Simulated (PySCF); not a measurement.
**CH4FGaO (SMILES O[CH](F)[GaH2]): HF/ANO-RCC-MB (sfX2C)**

Aim: the vertical singlet–triplet gap of CH4FGaO at HF/ANO-RCC-MB (sfX2C), from 2 runs. The job is set up through a Python script.

The calculation is run with PySCF 2.14.0.

## Step 1: The system as given

CH4FGaO has 8 atoms, charge 0, and is taken as a singlet. As SMILES, `O[CH](F)[GaH2]`. Geometry: a GFN2-xTB relaxation, a rough one for these elements and not checked as a minimum. This is one conformer, not always the lowest.

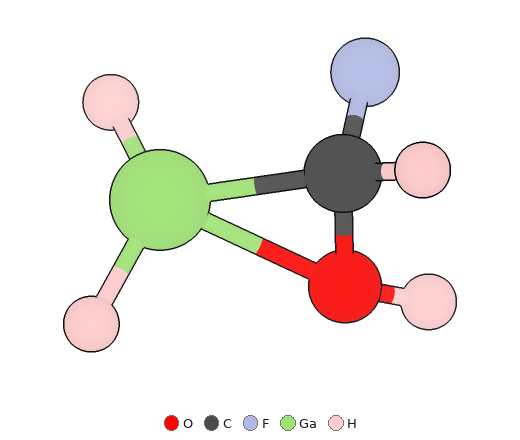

Viewed from a chosen angle; oxygen red, carbon dark grey, fluorine light blue, gallium green, hydrogen pink.

## Step 2: The energy at HF/ANO-RCC-MB (sfX2C)

calc.py

```python
from pyscf import gto

system = gto.M(
    atom='''
O      2.059972     0.430196     0.084490
C     -0.295232     1.119757     1.208782
F     -1.492827     2.725098    -0.581091
Ga    -1.070246    -2.124449    -0.609588
H      3.169411     1.878048    -0.109680
H     -0.026796     2.292805     2.892396
H     -2.721810    -1.749924    -3.000772
H      0.377529    -4.571512     0.115462
''',
    verbose=3,
    unit='bohr',
    max_memory=1860,
    basis='ano-rcc-mb',
)

mf = system.RHF()
mf = mf.sfx2c1e()
mf.conv_tol = 1e-10
mf.kernel()
if not mf.converged:
    mf = mf.newton().run(mf.mo_coeff, mf.mo_occ)

e_tot = mf.e_tot
print('E = %.10f Eh' % e_tot)
```

Command:

```bash
$ OMP_NUM_THREADS=1 python calc.py
```

The log of the run:

```text
converged SCF energy = -2156.6284822401
E = -2156.6284822401 Eh
```

Wall time 5.1 s (1 thread of Intel Xeon 6975P-C (Granite Rapids), shared host); peak memory 0.16 GiB.

## Step 3: The triplet at the same level

input.py

```python
from pyscf import gto

system = gto.Mole()
system.atom = '''
O        1.090090       0.227650       0.044710
C       -0.156230       0.592550       0.639660
F       -0.789970       1.442060      -0.307500
Ga      -0.566350      -1.124210      -0.322580
H        1.677180       0.993820      -0.058040
H       -0.014180       1.213300       1.530590
H       -1.440320      -0.926020      -1.587940
H        0.199780      -2.419140       0.061100
'''
system.charge = 0
system.basis = 'ano-rcc-mb'
system.max_memory = 1860
system.verbose = 3
system.spin = 2
system.build()

mf = system.UHF()
mf = mf.sfx2c1e()
mf.conv_tol = 1e-10
mf.kernel()
if not mf.converged:
    mf = mf.newton().run(mf.mo_coeff, mf.mo_occ)

etot = mf.e_tot
print(f'total energy: {etot:.8f} hartree')
```

Command:

```bash
$ OMP_NUM_THREADS=1 python input.py
```

The log of the run:

```text
WARN: HOMO 0.053879846251191 >= LUMO -0.229724384187793

WARN: HOMO -0.178567473267945 >= LUMO -0.226547134671428

converged SCF energy = -2156.43016397461  <S^2> = 2.0119631  2S+1 = 3.0079649
total energy: -2156.43016397 hartree
```

Wall time 5.1 s (1 thread of Intel Xeon 6975P-C (Granite Rapids), shared host); peak memory 0.16 GiB.

## Step 4: Summary of results

At HF/ANO-RCC-MB (sfX2C):

| quantity | value |
| --- | --- |
| singlet: total energy | -2156.62848 Eh |
| singlet: dipole moment | 1.44 D |
| singlet: HOMO energy | -11.64 eV |
| singlet: LUMO energy | 1.79 eV |
| singlet: HOMO–LUMO gap | 13.43 eV |
| triplet: total energy | -2156.43016 Eh |
| triplet: dipole moment | 5.70 D |
| triplet: HOMO energy (highest over α and β) | -5.40 eV |
| triplet: LUMO energy (lowest over α and β) | -2.57 eV |
| triplet: ⟨S²⟩ | 2.012 |
| vertical energy of the triplet above the singlet | 5.397 eV |

In words: At this shape the triplet lies 5.40 eV (124 kcal/mol) above the singlet. In a minimal basis such a difference can be off by several eV, whatever the method. Mulliken charges (singlet) run from -0.62 on O1 to +0.65 on Ga4.
